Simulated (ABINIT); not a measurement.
# SnPbSe3 (Pm-3m): zone-centre phonons, part 3 of 4

Which modes does SnPbSe3 (Pm-3m) have at the zone centre?

ABINIT 10.8.3; DFT LDA, scalar-relativistic, plane waves, HGH norm-conserving pseudopotentials.

So far. Step 5 (Self-consistent run for the response): The cell stands at -0.92 GPa: the relaxation ran with a smoothed and higher cutoff, and the difference is a stress of the finite basis. Step 6 (Linear response at Γ): The acoustic modes at Γ come out as far as 2.1 cm⁻¹ from zero, where they should vanish, a small numerical error. The lowest optical mode is imaginary, 108i cm⁻¹, an instability at this level and on this k mesh. The relaxed cell has a = 5.151 Å (conventional setting).

The structure was built from a prototype and need not be the compound's stable phase.

## 7. Modes with the sum rule

anaddb reads the merged derivatives and imposes the acoustic sum rule.

File anaddb.abi:

```
ddb_filepath "gamma_DDB"
output_file "anaddb.abo"
outdata_prefix "anaddb"
asr 1
chneut 1
enunit 2
eivec 1
nph1l 1
qph1l 0.0 0.0 0.0 1.0
```

File mrgddb.in:

```
gamma_DDB
merged
2
dfpt_gammao_DDB
gso_DDB
```

Launch:

```console
$ mrgddb < mrgddb.in > mrgddb.log
$ OMP_NUM_THREADS=1 anaddb anaddb.abi > anaddb.log
```

anaddb.abo, the main output file:

```text
-outvars_anaddb: echo values of input variables ----------------------

 Miscellaneous information :
      enunit         2
       eivec         1
         asr         1
 First list of wavevector (reduced coord.) :
       nph1l         1
       qph1l
                     0.00000000E+00  0.00000000E+00  0.00000000E+00    1.000E+00

================================================================================

 read the DDB information and perform some checks

  ==== Info on the Cryst% object ====
 Real(R)+Recip(G) space primitive vectors, cartesian coordinates (Bohr,Bohr^-1):
 R(1)=  9.7337198  0.0000000  0.0000000  G(1)=  0.1027356  0.0000000  0.0000000
 R(2)=  0.0000000  9.7337198  0.0000000  G(2)=  0.0000000  0.1027356  0.0000000
 R(3)=  0.0000000  0.0000000  9.7337198  G(3)=  0.0000000  0.0000000  0.1027356
 Unit cell volume ucvol=  9.2222421E+02 bohr^3
 Angles (23,13,12)=  9.00000000E+01  9.00000000E+01  9.00000000E+01 degrees
 Time-reversal symmetry is present
 Reduced atomic positions [iatom, xred, symbol]:
    1)    0.0000000  0.0000000  0.0000000  Pb
    2)    0.5000000  0.5000000  0.5000000  Sn
    3)    0.5000000  0.5000000  0.0000000  Se
    4)    0.5000000  0.0000000  0.5000000  Se
    5)    0.0000000  0.5000000  0.5000000  Se

 DDB file with 3 blocks has been read.

================================================================================

 Treat the first list of vectors

  Phonon wavevector (reduced coordinates) :  0.00000  0.00000  0.00000
 Phonon energies in Hartree :
  -4.906596E-04 -4.906596E-04 -4.906596E-04 -4.306731E-04 -4.306731E-04
  -4.306731E-04 -2.025880E-04 -2.025880E-04 -2.025880E-04  1.214524E-08
   1.233201E-08  1.287606E-08  1.044411E-03  1.044411E-03  1.044411E-03
 Phonon energies in meV     :
- -1.335153E+01 -1.335153E+01 -1.335153E+01 -1.171921E+01 -1.171921E+01
- -1.171921E+01 -5.512700E+00 -5.512700E+00 -5.512700E+00  3.304889E-04
-  3.355711E-04  3.503755E-04  2.841987E+01  2.841987E+01  2.841987E+01
 Phonon frequencies in cm-1    :
- -1.076873E+02 -1.076873E+02 -1.076873E+02 -9.452181E+01 -9.452181E+01
- -9.452181E+01 -4.446292E+01 -4.446292E+01 -4.446292E+01  2.665572E-03
-  2.706564E-03  2.825969E-03  2.292217E+02  2.292217E+02  2.292217E+02
 Phonon frequencies in Thz     :
- -3.228385E+00 -3.228385E+00 -3.228385E+00 -2.833693E+00 -2.833693E+00
- -2.833693E+00 -1.332965E+00 -1.332965E+00 -1.332965E+00  7.991185E-05
-  8.114073E-05  8.472043E-05  6.871895E+00  6.871895E+00  6.871895E+00
 Phonon energies in Kelvin  :
- -1.549381E+02 -1.549381E+02 -1.549381E+02 -1.359958E+02 -1.359958E+02
- -1.359958E+02 -6.397222E+01 -6.397222E+01 -6.397222E+01  3.835164E-03
-  3.894141E-03  4.065939E-03  3.297989E+02  3.297989E+02  3.297989E+02

 Eigendisplacements
 (will be given, for each mode : in cartesian coordinates
   for each atom the real part of the displacement vector,
   then the imaginary part of the displacement vector - absolute values smaller than 1.0d-7 are set to zero)
  Mode number    1   Energy   -4.906596E-04
 Attention : low frequency mode.
   (Could be unstable or acoustic mode)
-  1  0.00000000E+00  0.00000000E+00 -8.37572608E-04
-     0.00000000E+00  0.00000000E+00  0.00000000E+00
-  2  0.00000000E+00  0.00000000E+00 -5.29867115E-04
-     0.00000000E+00  0.00000000E+00  0.00000000E+00
-  3  0.00000000E+00  0.00000000E+00 -6.49711193E-05
-     0.00000000E+00  0.00000000E+00  0.00000000E+00
-  4  0.00000000E+00  0.00000000E+00  1.52976444E-03
-     0.00000000E+00  0.00000000E+00  0.00000000E+00
-  5  0.00000000E+00  0.00000000E+00  1.52976444E-03
-     0.00000000E+00  0.00000000E+00  0.00000000E+00
  Mode number    2   Energy   -4.906596E-04
 Attention : low frequency mode.
   (Could be unstable or acoustic mode)
-  1  0.00000000E+00 -8.37572608E-04  0.00000000E+00
-     0.00000000E+00  0.00000000E+00  0.00000000E+00
-  2  0.00000000E+00 -5.29867115E-04  0.00000000E+00
-     0.00000000E+00  0.00000000E+00  0.00000000E+00
-  3  0.00000000E+00  1.52976444E-03  0.00000000E+00
-     0.00000000E+00  0.00000000E+00  0.00000000E+00
-  4  0.00000000E+00 -6.49711193E-05  0.00000000E+00
-     0.00000000E+00  0.00000000E+00  0.00000000E+00
-  5  0.00000000E+00  1.52976444E-03  0.00000000E+00
-     0.00000000E+00  0.00000000E+00  0.00000000E+00
  Mode number    3   Energy   -4.906596E-04
 Attention : low frequency mode.
   (Could be unstable or acoustic mode)
-  1  8.37572608E-04  0.00000000E+00  0.00000000E+00
-     0.00000000E+00  0.00000000E+00  0.00000000E+00
-  2  5.29867115E-04  0.00000000E+00  0.00000000E+00
-     0.00000000E+00  0.00000000E+00  0.00000000E+00
-  3 -1.52976444E-03  0.00000000E+00  0.00000000E+00
-     0.00000000E+00  0.00000000E+00  0.00000000E+00
-  4 -1.52976444E-03  0.00000000E+00  0.00000000E+00
-     0.00000000E+00  0.00000000E+00  0.00000000E+00
-  5  6.49711193E-05  0.00000000E+00  0.00000000E+00
-     0.00000000E+00  0.00000000E+00  0.00000000E+00
  Mode number    4   Energy   -4.306731E-04
 Attention : low frequency mode.
   (Could be unstable or acoustic mode)
-  1  0.00000000E+00  0.00000000E+00  0.00000000E+00
-     0.00000000E+00  0.00000000E+00  0.00000000E+00
-  2  0.00000000E+00  0.00000000E+00  0.00000000E+00
-     0.00000000E+00  0.00000000E+00  0.00000000E+00
-  3  0.00000000E+00  0.00000000E+00  0.00000000E+00
-     0.00000000E+00  0.00000000E+00  0.00000000E+00
-  4  0.00000000E+00  0.00000000E+00 -1.86380890E-03
-     0.00000000E+00  0.00000000E+00  0.00000000E+00
-  5  0.00000000E+00  0.00000000E+00  1.86380890E-03
-     0.00000000E+00  0.00000000E+00  0.00000000E+00
  Mode number    5   Energy   -4.306731E-04
 Attention : low frequency mode.
   (Could be unstable or acoustic mode)
-  1  0.00000000E+00  0.00000000E+00  0.00000000E+00
-     0.00000000E+00  0.00000000E+00  0.00000000E+00
-  2  0.00000000E+00  0.00000000E+00  0.00000000E+00
-     0.00000000E+00  0.00000000E+00  0.00000000E+00
-  3  0.00000000E+00 -1.86380890E-03  0.00000000E+00
-     0.00000000E+00  0.00000000E+00  0.00000000E+00
-  4  0.00000000E+00  0.00000000E+00  0.00000000E+00
-     0.00000000E+00  0.00000000E+00  0.00000000E+00
-  5  0.00000000E+00  1.86380890E-03  0.00000000E+00
-     0.00000000E+00  0.00000000E+00  0.00000000E+00
  Mode number    6   Energy   -4.306731E-04
 Attention : low frequency mode.
   (Could be unstable or acoustic mode)
-  1  0.00000000E+00  0.00000000E+00  0.00000000E+00
-     0.00000000E+00  0.00000000E+00  0.00000000E+00
-  2  0.00000000E+00  0.00000000E+00  0.00000000E+00
-     0.00000000E+00  0.00000000E+00  0.00000000E+00
-  3  1.86380890E-03  0.00000000E+00  0.00000000E+00
-     0.00000000E+00  0.00000000E+00  0.00000000E+00
-  4 -1.86380890E-03  0.00000000E+00  0.00000000E+00
-     0.00000000E+00  0.00000000E+00  0.00000000E+00
-  5  0.00000000E+00  0.00000000E+00  0.00000000E+00
-     0.00000000E+00  0.00000000E+00  0.00000000E+00
  Mode number    7   Energy   -2.025880E-04
 Attention : low frequency mode.
   (Could be unstable or acoustic mode)
-  1  0.00000000E+00  0.00000000E+00  9.85476793E-04
-     0.00000000E+00  0.00000000E+00  0.00000000E+00
-  2  0.00000000E+00  0.00000000E+00 -1.45702803E-03
-     0.00000000E+00  0.00000000E+00  0.00000000E+00
-  3  0.00000000E+00  0.00000000E+00 -1.00935514E-03
-     0.00000000E+00  0.00000000E+00  0.00000000E+00
-  4  0.00000000E+00  0.00000000E+00  3.07138629E-04
-     0.00000000E+00  0.00000000E+00  0.00000000E+00
-  5  0.00000000E+00  0.00000000E+00  3.07138629E-04
-     0.00000000E+00  0.00000000E+00  0.00000000E+00
  Mode number    8   Energy   -2.025880E-04
 Attention : low frequency mode.
   (Could be unstable or acoustic mode)
-  1  0.00000000E+00  9.85476793E-04  0.00000000E+00
-     0.00000000E+00  0.00000000E+00  0.00000000E+00
-  2  0.00000000E+00 -1.45702803E-03  0.00000000E+00
-     0.00000000E+00  0.00000000E+00  0.00000000E+00
-  3  0.00000000E+00  3.07138629E-04  0.00000000E+00
-     0.00000000E+00  0.00000000E+00  0.00000000E+00
-  4  0.00000000E+00 -1.00935514E-03  0.00000000E+00
-     0.00000000E+00  0.00000000E+00  0.00000000E+00
-  5  0.00000000E+00  3.07138629E-04  0.00000000E+00
-     0.00000000E+00  0.00000000E+00  0.00000000E+00
  Mode number    9   Energy   -2.025880E-04
 Attention : low frequency mode.
   (Could be unstable or acoustic mode)
-  1  9.85476793E-04  0.00000000E+00  0.00000000E+00
-     0.00000000E+00  0.00000000E+00  0.00000000E+00
-  2 -1.45702803E-03  0.00000000E+00  0.00000000E+00
-     0.00000000E+00  0.00000000E+00  0.00000000E+00
-  3  3.07138629E-04  0.00000000E+00  0.00000000E+00
-     0.00000000E+00  0.00000000E+00  0.00000000E+00
-  4  3.07138629E-04  0.00000000E+00  0.00000000E+00
-     0.00000000E+00  0.00000000E+00  0.00000000E+00
-  5 -1.00935514E-03  0.00000000E+00  0.00000000E+00
-     0.00000000E+00  0.00000000E+00  0.00000000E+00
  Mode number   10   Energy    1.214524E-08
 Attention : low frequency mode.
   (Could be unstable or acoustic mode)
-  1  0.00000000E+00  0.00000000E+00  9.87245531E-04
-     0.00000000E+00  0.00000000E+00  0.00000000E+00
-  2  0.00000000E+00  0.00000000E+00  9.87378370E-04
-     0.00000000E+00  0.00000000E+00  0.00000000E+00
-  3  0.00000000E+00  0.00000000E+00  9.87360036E-04
-     0.00000000E+00  0.00000000E+00  0.00000000E+00
-  4  0.00000000E+00  0.00000000E+00  9.87263299E-04
-     0.00000000E+00  0.00000000E+00  0.00000000E+00
-  5  0.00000000E+00  0.00000000E+00  9.87263299E-04
-     0.00000000E+00  0.00000000E+00  0.00000000E+00
  Mode number   11   Energy    1.233201E-08
 Attention : low frequency mode.
   (Could be unstable or acoustic mode)
-  1  0.00000000E+00  9.87245531E-04  0.00000000E+00
-     0.00000000E+00  0.00000000E+00  0.00000000E+00
-  2  0.00000000E+00  9.87378370E-04  0.00000000E+00
-     0.00000000E+00  0.00000000E+00  0.00000000E+00
-  3  0.00000000E+00  9.87263299E-04  0.00000000E+00
-     0.00000000E+00  0.00000000E+00  0.00000000E+00
-  4  0.00000000E+00  9.87360036E-04  0.00000000E+00
-     0.00000000E+00  0.00000000E+00  0.00000000E+00
-  5  0.00000000E+00  9.87263299E-04  0.00000000E+00
-     0.00000000E+00  0.00000000E+00  0.00000000E+00
  Mode number   12   Energy    1.287606E-08
 Attention : low frequency mode.
   (Could be unstable or acoustic mode)
-  1  9.87245531E-04  0.00000000E+00  0.00000000E+00
-     0.00000000E+00  0.00000000E+00  0.00000000E+00
-  2  9.87378370E-04  0.00000000E+00  0.00000000E+00
-     0.00000000E+00  0.00000000E+00  0.00000000E+00
-  3  9.87263299E-04  0.00000000E+00  0.00000000E+00
-     0.00000000E+00  0.00000000E+00  0.00000000E+00
-  4  9.87263299E-04  0.00000000E+00  0.00000000E+00
-     0.00000000E+00  0.00000000E+00  0.00000000E+00
-  5  9.87360036E-04  0.00000000E+00  0.00000000E+00
-     0.00000000E+00  0.00000000E+00  0.00000000E+00
  Mode number   13   Energy    1.044411E-03
-  1  0.00000000E+00  0.00000000E+00  1.55020568E-05
-     0.00000000E+00  0.00000000E+00  0.00000000E+00
-  2  0.00000000E+00  0.00000000E+00  1.11470669E-03
-     0.00000000E+00  0.00000000E+00  0.00000000E+00
-  3  0.00000000E+00  0.00000000E+00 -2.22478501E-03
-     0.00000000E+00  0.00000000E+00  0.00000000E+00
-  4  0.00000000E+00  0.00000000E+00  2.54128763E-04
-     0.00000000E+00  0.00000000E+00  0.00000000E+00
-  5  0.00000000E+00  0.00000000E+00  2.54128763E-04
-     0.00000000E+00  0.00000000E+00  0.00000000E+00
  Mode number   14   Energy    1.044411E-03
-  1  0.00000000E+00  1.55020568E-05  0.00000000E+00
-     0.00000000E+00  0.00000000E+00  0.00000000E+00
-  2  0.00000000E+00  1.11470669E-03  0.00000000E+00
-     0.00000000E+00  0.00000000E+00  0.00000000E+00
-  3  0.00000000E+00  2.54128763E-04  0.00000000E+00
-     0.00000000E+00  0.00000000E+00  0.00000000E+00
-  4  0.00000000E+00 -2.22478501E-03  0.00000000E+00
-     0.00000000E+00  0.00000000E+00  0.00000000E+00
-  5  0.00000000E+00  2.54128763E-04  0.00000000E+00
-     0.00000000E+00  0.00000000E+00  0.00000000E+00
  Mode number   15   Energy    1.044411E-03
-  1  1.55020568E-05  0.00000000E+00  0.00000000E+00
-     0.00000000E+00  0.00000000E+00  0.00000000E+00
-  2  1.11470669E-03  0.00000000E+00  0.00000000E+00
-     0.00000000E+00  0.00000000E+00  0.00000000E+00
-  3  2.54128763E-04  0.00000000E+00  0.00000000E+00
-     0.00000000E+00  0.00000000E+00  0.00000000E+00
-  4  2.54128763E-04  0.00000000E+00  0.00000000E+00
-     0.00000000E+00  0.00000000E+00  0.00000000E+00
-  5 -2.22478501E-03  0.00000000E+00  0.00000000E+00
-     0.00000000E+00  0.00000000E+00  0.00000000E+00

 Analysis of degeneracies and characters (maximum tolerance=1.00E-06 a.u.)
 For each vibration mode, or group of modes if degenerate,
 the characters are given for each symmetry operation (see the list in the log file).
 Symmetry characters of vibration mode #   1
       degenerate with vibration modes #   2 to    3
  3.0 -3.0 -1.0  1.0 -1.0  1.0 -1.0  1.0  1.0 -1.0 -1.0  1.0  1.0 -1.0 -1.0  1.0
  0.0 -0.0  0.0 -0.0 -0.0  0.0 -0.0  0.0  1.0 -1.0 -1.0  1.0 -1.0  1.0  1.0 -1.0
  0.0 -0.0 -0.0  0.0 -0.0  0.0  0.0 -0.0  1.0 -1.0  1.0 -1.0 -1.0  1.0 -1.0  1.0
 Symmetry characters of vibration mode #   4
       degenerate with vibration modes #   5 to    6
  3.0 -3.0 -1.0  1.0 -1.0  1.0 -1.0  1.0 -1.0  1.0  1.0 -1.0 -1.0  1.0  1.0 -1.0
 -0.0  0.0 -0.0  0.0  0.0 -0.0  0.0 -0.0 -1.0  1.0  1.0 -1.0  1.0 -1.0 -1.0  1.0
 -0.0  0.0  0.0 -0.0  0.0 -0.0 -0.0  0.0 -1.0  1.0 -1.0  1.0  1.0 -1.0  1.0 -1.0
 Symmetry characters of vibration mode #   7
       degenerate with vibration modes #   8 to    9
  3.0 -3.0 -1.0  1.0 -1.0  1.0 -1.0  1.0  1.0 -1.0 -1.0  1.0  1.0 -1.0 -1.0  1.0
 -0.0  0.0 -0.0  0.0  0.0 -0.0  0.0 -0.0  1.0 -1.0 -1.0  1.0 -1.0  1.0  1.0 -1.0
 -0.0  0.0  0.0 -0.0  0.0 -0.0 -0.0  0.0  1.0 -1.0  1.0 -1.0 -1.0  1.0 -1.0  1.0
 Symmetry characters of vibration mode #  10
       degenerate with vibration modes #  11 to   12
  3.0 -3.0 -1.0  1.0 -1.0  1.0 -1.0  1.0  1.0 -1.0 -1.0  1.0  1.0 -1.0 -1.0  1.0
 -0.0  0.0  0.0 -0.0  0.0 -0.0  0.0 -0.0  1.0 -1.0 -1.0  1.0 -1.0  1.0  1.0 -1.0
 -0.0  0.0  0.0 -0.0  0.0 -0.0  0.0 -0.0  1.0 -1.0  1.0 -1.0 -1.0  1.0 -1.0  1.0
 Symmetry characters of vibration mode #  13
       degenerate with vibration modes #  14 to   15
  3.0 -3.0 -1.0  1.0 -1.0  1.0 -1.0  1.0  1.0 -1.0 -1.0  1.0  1.0 -1.0 -1.0  1.0
 -0.0  0.0  0.0 -0.0  0.0 -0.0 -0.0  0.0  1.0 -1.0 -1.0  1.0 -1.0  1.0  1.0 -1.0
 -0.0  0.0  0.0 -0.0 -0.0  0.0  0.0 -0.0  1.0 -1.0  1.0 -1.0 -1.0  1.0 -1.0  1.0
-
```

Run time: 0.52 s. Hardware: 1 thread of Arm Neoverse V1, shared host.

This step gave:

* lowest optical zone-centre mode: -107.7 cm⁻¹

No LO-TO term; unit eigenvectors of the mass-weighted matrix, from anaddb's displacements. The modes at Γ (shares of kinetic energy by element, %) (negative means imaginary):

```csv
mode,frequency (cm⁻¹),symmetry,Pb %,Sn %,Se %
1,-107.7,T1u,26,6,67
2,-107.7,T1u,26,6,67
3,-107.7,T1u,26,6,67
4,-94.5,T2u,0,0,100
5,-94.5,T2u,0,0,100
6,-94.5,T2u,0,0,100
7,-44.5,T1u,37,46,17
8,-44.5,T1u,37,46,17
9,-44.5,T1u,37,46,17
10,0.0,acoustic,37,21,42
11,0.0,acoustic,37,21,42
12,0.0,acoustic,37,21,42
13,229.2,T1u,0,27,73
14,229.2,T1u,0,27,73
15,229.2,T1u,0,27,73
```

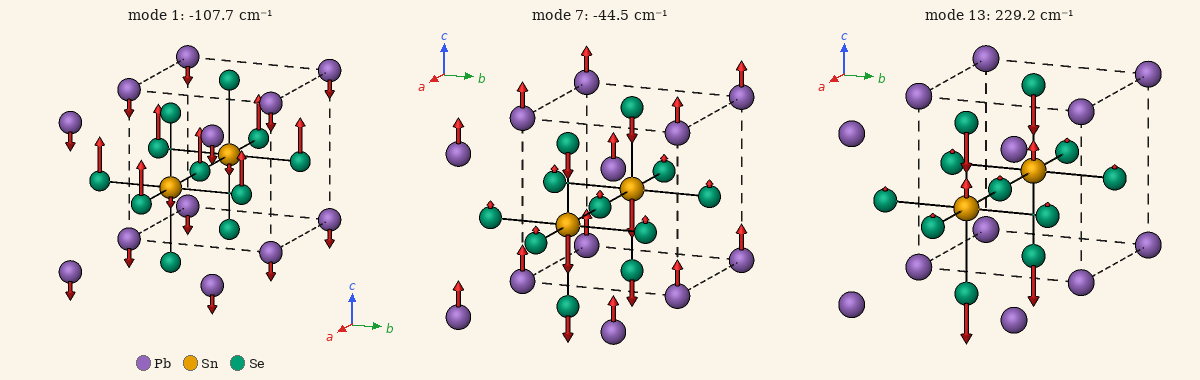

Displacement patterns of modes 1, 7 and 13 at Γ; arrows are exaggerated. 2×1×1 cells are drawn. Some periodic images of atoms are drawn too.

The rule moves no optical mode by more than 0.1 cm⁻¹.

[end of part 3 of 4]

[Host names and launcher messages were left out of these logs when they were recorded.]

[Logs are printed without paths, hosts, clocks, repeated set-up lines and the standing remarks that a program may print on its own settings, such as how far it seeks lower states.]

[Hosts, paths, dates, database ids (printed as entryN), source tags and the programs' standing remarks are cut or masked in the printed files.]
